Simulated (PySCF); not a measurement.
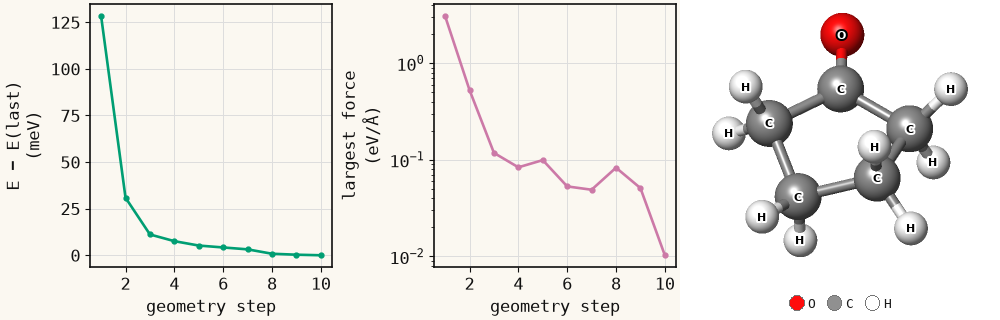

Beside the plot: the molecule at the start.

History of a geometry optimisation. The run: Cyclopentanone (SMILES O=C1CCCC1), by PySCF, PBE0-D3(BJ)/def2-SVP, geometry optimisation.

The optimisation met its thresholds at geometry 10, counting the start as the first. The energy fell by about 130 meV from the first step to the last. The largest force goes from about 3.1 eV/Å at the start to 0.01 eV/Å at the end.
